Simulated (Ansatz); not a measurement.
**C₃F₈O: how energies converge with the basis set**

Aim: see how fast density functionals converge with the basis set for C₃F₈O.

Computed with Ansatz 0.2.0, Gaussian basis. Level: one geometry, several basis sets.

The runs, in order: PBE0-D4/def2-SVP; ωB97M-V/def2-SVP; PBE0-D4/def2-QZVPP; ωB97M-V/def2-QZVPP; the functionals' def2-TZVPP values are taken from earlier runs.

## (1) Structure used throughout

An earlier PBE0-D4 in a triple-zeta def2 set relaxation fixed the geometry.

SMILES `FC(F)(F)OC(F)(F)C(F)(F)F`, 12 atoms, charge 0, spin multiplicity 1.

Atoms are counted from 1 here; the program's logs count them from 0.

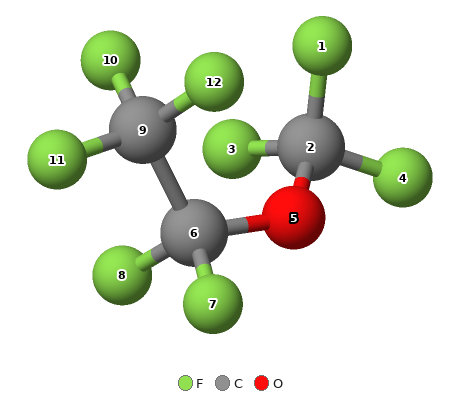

The structure; fluorine green, carbon grey, oxygen red; atoms are numbered from 1 in the order of the file.

## (2) PBE0-D4 in def2-SVP

Input file in.yaml:

```yaml
crystal:
  periodic: [false, false, false]
  atoms:
    - {symbol: F, position_ang: [-0.603217, -0.643449, 1.914936]}
    - {symbol: C, position_ang: [-0.818022, 0.549587, 1.377225]}
    - {symbol: F, position_ang: [-1.957286, 0.505727, 0.705670]}
    - {symbol: F, position_ang: [-0.919059, 1.435378, 2.346765]}
    - {symbol: O, position_ang: [0.240483, 0.946262, 0.603705]}
    - {symbol: C, position_ang: [0.449710, 0.520110, -0.687813]}
    - {symbol: F, position_ang: [1.588102, 1.095976, -1.054090]}
    - {symbol: F, position_ang: [-0.520786, 0.935729, -1.501779]}
    - {symbol: C, position_ang: [0.615431, -1.017150, -0.871359]}
    - {symbol: F, position_ang: [-0.536071, -1.642029, -0.667135]}
    - {symbol: F, position_ang: [1.017430, -1.261449, -2.109640]}
    - {symbol: F, position_ang: [1.520383, -1.479695, -0.022585]}
basis:
  gaussian: {orbitals: def2-SVP}
hamiltonian: {xc: pbe0, dispersion: d4}
output: {orbitals: {seedname: orbitals}}
```

On the command line:

```sh
$ ansatz run in.yaml --threads 4 --pin off --events-out ev --progress --plain --max-ram 41984MiB --backend cpu
```

The program printed:

```text
Functional definition: PBE0
  name "PBE0"
  cite "Adamo & Barone, J. Chem. Phys. 110, 6158 (1999) doi:10.1063/1.478522"
  cite "Perdew, Burke & Ernzerhof, Phys. Rev. Lett. 77, 3865 (1996) doi:10.1103/PhysRevLett.77.3865"
  parent pbe
  parameter a = 0.25
  parameter kappa = 0.804
  parameter beta = 0.06672455060314922
  exchange = (1 - a)*pbe_x(kappa = kappa, mu = beta*pi^2/3) + a*exact_x
  correlation = pbe_c(beta = beta)
1609 factors; integrals over basis functions are off by at most 1.0e-3 eV
mean field evaluation 1: about -26840.1615 eV, gradient 6.5e1 eV
mean field evaluation 2: about -26834.5508 eV, gradient 9.0e1 eV
mean field evaluation 4: about -26846.2830 eV, gradient 2.2e0 eV
mean field evaluation 8: about -26846.8038 eV, gradient 3.0e-1 eV
mean field evaluation 16: about -26846.8040 eV, gradient 8.2e-5 eV
mean field -26846.80395952 eV, -986.6018480951 hartree, gradient 8.2e-5 eV, S^2 0.000000; 0 other end points of the search recorded, 0 dependent functions left out
reference -26846.80397077 eV, -986.6018485084 hartree; 49, 49 occupied and 119, 119 virtual orbitals, 1609 factors
Total energy: -26847.06677512 eV, -986.6115063902 hartree
```

It took 2.2 s on 4 threads of AMD EPYC 7R13, shared host; peak memory 0.59 GiB.

## (3) ωB97M-V in def2-SVP

Changes to in.yaml since step 2:

```diff
@@ -17,3 +17,3 @@
   gaussian: {orbitals: def2-SVP}
-hamiltonian: {xc: pbe0, dispersion: d4}
+hamiltonian: {xc: {name: wB97M-V}}
 output: {orbitals: {seedname: orbitals}}
```

The command is unchanged.

The program printed (excerpt; [...] marks lines left out):

```text
Functional definition: wB97M-V
  name "wB97M-V"
  cite "Mardirossian & Head-Gordon, J. Chem. Phys. 144, 214110 (2016) doi:10.1063/1.4952647"
  cite "Becke, J. Chem. Phys. 107, 8554 (1997) doi:10.1063/1.475007"
  cite "Vydrov & Van Voorhis, J. Chem. Phys. 133, 244103 (2010) doi:10.1063/1.3521275"
  # Of w^i u^j: cxij and so on, Table III.
[...]
  gx(w, u) = 1 - cx + cx01*u + cx10*w
  gss(w, u) = css00 + css04*u^4 + css10*w + css20*w^2 + css43*w^4*u^3
  gos(w, u) = cos00 + cos10*w + (cos20 + cos21*u)*w^2 + (cos60 + cos61*u)*w^6
[...]
      + integral(e_c_pw_mod_opposite_spin*gos(b97_w_opposite, b97_u_opposite)) + vv10(b, c)
1609 factors; integrals over basis functions are off by at most 1.0e-3 eV
288 factors; integrals over basis functions are off by at most 1.2e-6 eV
[...]
mean field -26866.38300325 eV, -987.3213646809 hartree, gradient 8.5e-5 eV, S^2 0.000000; 0 other end points of the search recorded, 0 dependent functions left out
reference -26866.38302350 eV, -987.3213654253 hartree; 49, 49 occupied and 119, 119 virtual orbitals, 1609 factors
Total energy: -26866.38302350 eV, -987.3213654253 hartree
```

It took 6.5 s on 4 threads of AMD EPYC 7R13, shared host; peak memory 0.8 GiB.

## (4) PBE0-D4 in def2-QZVPP

Changes to in.yaml since step 3:

```diff
@@ -16,4 +16,4 @@
 basis:
-  gaussian: {orbitals: def2-SVP}
-hamiltonian: {xc: {name: wB97M-V}}
+  gaussian: {orbitals: "def2-QZVPP.json"}
+hamiltonian: {xc: pbe0, dispersion: d4}
 output: {orbitals: {seedname: orbitals}}
```

On the command line:

```sh
$ ansatz run in.yaml --threads 4 --pin off --events-out ev --progress --plain --max-ram 41984MiB --backend cuda --devices 0, --max-vram 37GiB
```

The program printed:

```text
Functional definition: PBE0
  name "PBE0"
  cite "Adamo & Barone, J. Chem. Phys. 110, 6158 (1999) doi:10.1063/1.478522"
  cite "Perdew, Burke & Ernzerhof, Phys. Rev. Lett. 77, 3865 (1996) doi:10.1103/PhysRevLett.77.3865"
  parent pbe
  parameter a = 0.25
  parameter kappa = 0.804
  parameter beta = 0.06672455060314922
  exchange = (1 - a)*pbe_x(kappa = kappa, mu = beta*pi^2/3) + a*exact_x
  correlation = pbe_c(beta = beta)
2175 factors; their error is unknown
mean field evaluation 1: about -26874.4042 eV, gradient 6.9e1 eV
mean field evaluation 2: about -26869.1141 eV, gradient 9.4e1 eV
mean field evaluation 4: about -26880.2444 eV, gradient 2.4e0 eV
mean field evaluation 8: about -26880.2512 eV, gradient 3.6e-2 eV
mean field evaluation 16: about -26880.2577 eV, gradient 1.7e-4 eV
mean field -26880.25772481 eV, -987.8312512937 hartree, gradient 2.4e-5 eV, S^2 0.000000; 0 other end points of the search recorded, 0 dependent functions left out
reference -26880.25775243 eV, -987.8312523087 hartree; 49, 49 occupied and 635, 635 virtual orbitals, 2175 factors
Total energy: -26880.52055678 eV, -987.8409101905 hartree
```

Run time: 6 s. Hardware: 1 × H100 (card shared with other runs) with 4 threads of AMD EPYC 7R13, shared host; peak host memory 1.2 GiB.

## (5) ωB97M-V in def2-QZVPP

Changes to in.yaml since step 4:

```diff
@@ -17,3 +17,3 @@
   gaussian: {orbitals: "def2-QZVPP.json"}
-hamiltonian: {xc: pbe0, dispersion: d4}
+hamiltonian: {xc: {name: wB97M-V}}
 output: {orbitals: {seedname: orbitals}}
```

Launched as before.

The program printed (excerpt; [...] marks lines left out):

```text
Functional definition: wB97M-V
  name "wB97M-V"
  cite "Mardirossian & Head-Gordon, J. Chem. Phys. 144, 214110 (2016) doi:10.1063/1.4952647"
  cite "Becke, J. Chem. Phys. 107, 8554 (1997) doi:10.1063/1.475007"
  cite "Vydrov & Van Voorhis, J. Chem. Phys. 133, 244103 (2010) doi:10.1063/1.3521275"
  # Of w^i u^j: cxij and so on, Table III.
[...]
  gx(w, u) = 1 - cx + cx01*u + cx10*w
  gss(w, u) = css00 + css04*u^4 + css10*w + css20*w^2 + css43*w^4*u^3
  gos(w, u) = cos00 + cos10*w + (cos20 + cos21*u)*w^2 + (cos60 + cos61*u)*w^6
[...]
      + integral(e_c_pw_mod_opposite_spin*gos(b97_w_opposite, b97_u_opposite)) + vv10(b, c)
2175 factors; their error is unknown
372 factors; integrals over basis functions are off by at most 3.7e-6 eV
[...]
mean field -26900.32763147 eV, -988.5688067594 hartree, gradient 4.1e-5 eV, S^2 0.000000; 0 other end points of the search recorded, 0 dependent functions left out
reference -26900.32767597 eV, -988.5688083948 hartree; 49, 49 occupied and 635, 635 virtual orbitals, 2175 factors
Total energy: -26900.32767597 eV, -988.5688083948 hartree
```

Wall time 8.5 s (1 × H100 (card shared with other runs) with 4 threads of AMD EPYC 7R13, shared host); peak host memory 1.4 GiB.

## (6) Functionals by basis

The def2-TZVPP values come from earlier runs at the same geometry.

| functional | basis | functions | energy (eV) | from the largest (eV) | HOMO (eV) | LUMO (eV) |
| --- | --- | --- | --- | --- | --- | --- |
| PBE0-D4 | def2-SVP | 168 | -26847.0668 | 33.454 | -10.91 | 2.11 |
| PBE0-D4 | def2-TZVPP | 372 | -26879.2059 | 1.315 | -10.97 | 1.76 |
| PBE0-D4 | def2-QZVPP | 684 | -26880.5206 | 0.000 | -11.01 | 1.59 |
| ωB97M-V | def2-SVP | 168 | -26866.3830 | 33.945 | -13.29 | 4.53 |
| ωB97M-V | def2-TZVPP | 372 | -26899.0998 | 1.228 | -13.38 | 3.94 |
| ωB97M-V | def2-QZVPP | 684 | -26900.3277 | 0.000 | -13.42 | 3.19 |

## (7) Outcome

| quantity | value |
| --- | --- |
| PBE0-D4: double and triple zeta above quadruple | 33.45, 1.31 eV |
| ωB97M-V: double and triple zeta above quadruple | 33.94, 1.23 eV |

PBE0-D4 gains 32.14 eV from double to triple zeta, then 1.31 eV more. These are total energies; as a rule much of such shifts cancels in differences, which this series doesn't test. The LUMO of ωB97M-V is positive and keeps falling with the basis (4.53 to 3.19 eV): an unbound level that the basis holds in place.
